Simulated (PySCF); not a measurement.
## A study: [NbO4]3- (NbO₄, charge −3)

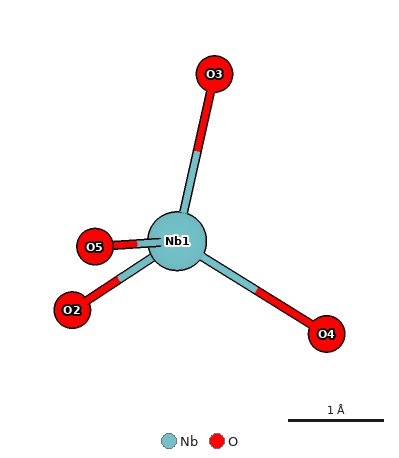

The molecule, with its atoms numbered as below. No frequency check shows the geometry to be a minimum.

Cartesian coordinates (Å):

```
Nb1     -0.0003    0.0001    0.0005
O2      -0.7944   -1.2889   -1.0691
O3       0.7952    1.2884   -1.0692
O4       1.2911   -0.7936    1.0679
O5      -1.2905    0.7933    1.0676
```

### 1. Bonding charge

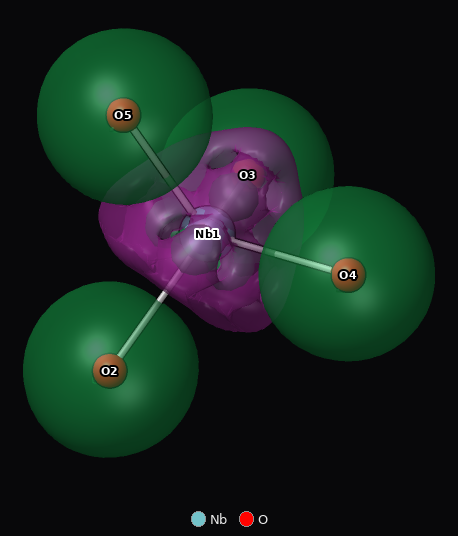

Deformation density (molecule less spherical, spin-averaged free atoms at the same positions), surfaces at ±0.07 e/Å³; green: gain, purple: loss.

PySCF calculation, PBE0/def2-SVPD, gas phase; geometry: GFN2-xTB. Core potentials replace the inner electrons of Nb; spin–orbit coupling isn't included. The highest occupied orbitals have positive energy: in the gas phase this ion holds its electrons only through the finite basis. This is a single-reference result, which may miss multireference character in this system.

> How much density has each bond gained at its critical point, relative to the free atoms?

Nb1–O5, Nb1–O2, Nb1–O3 and Nb1–O4: +0.14 e/Å³ at the bond critical point (bond length 1.85 Å). In all, 3.7 electrons gather in the regions of gain relative to the promolecule of neutral atoms (this includes the anion's extra charge). A small or negative value marks a very polar bond, one between electron-rich atoms, whose free-atom densities already overlap strongly, a long bond to a heavier atom, or a closed-shell contact such as a hydrogen bond.

> Where do the Hirshfeld charges lie?

The highest Hirshfeld charge is on Nb1 (−0.01 e), the lowest on O2, O3, O4 and O5 (−0.75 e).

### 2. Bond critical points

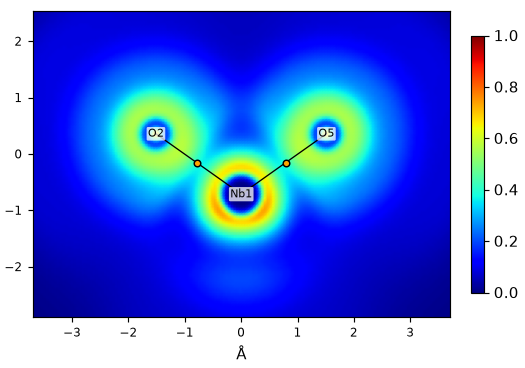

Localised orbital locator (LOL) in the plane of Nb1, O2 and O5, with bond paths and bond critical points (dots).

> Rank the bonds in the plane by LOL at their critical points.

Nb1–O5 and Nb1–O2: about 0.39. Values above 0.5 mark slow, localised electrons, as in shared pairs; low values at a critical point mark a polar or closed-shell contact whose critical point lies between the shells.

### 3. Electrostatic potential

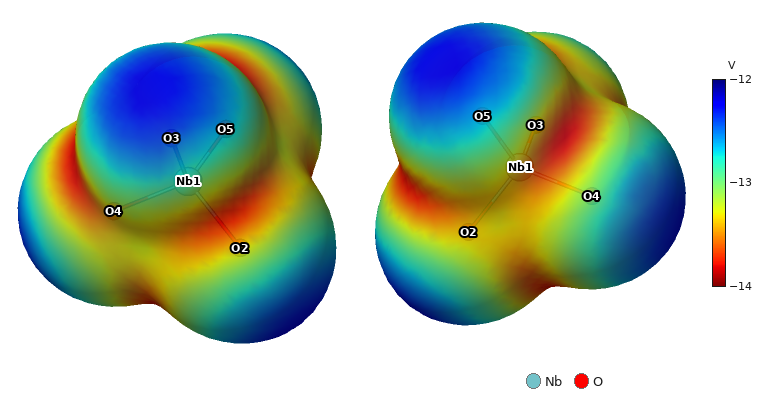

Electrostatic potential on the surface of electron density 0.001 a.u. (back view left, front view right).

> Where are the extremes of the potential on the surface?

Highest: −12.21 V, 2.1 Å from O4, and at like points elsewhere. Lowest: −13.83 V, about equally far (2.2 Å) from O3 and O4, over Nb1 (2.7 Å), and at like points elsewhere. The surface is sampled at points, so like sites can differ by a few per cent and only the strongest of them is named.

The PySCF run shown took 10 s on 1 thread of Intel(R) Xeon(R) Platinum 8375C CPU @ 2.90GHz (Ice Lake), with other jobs on the host.
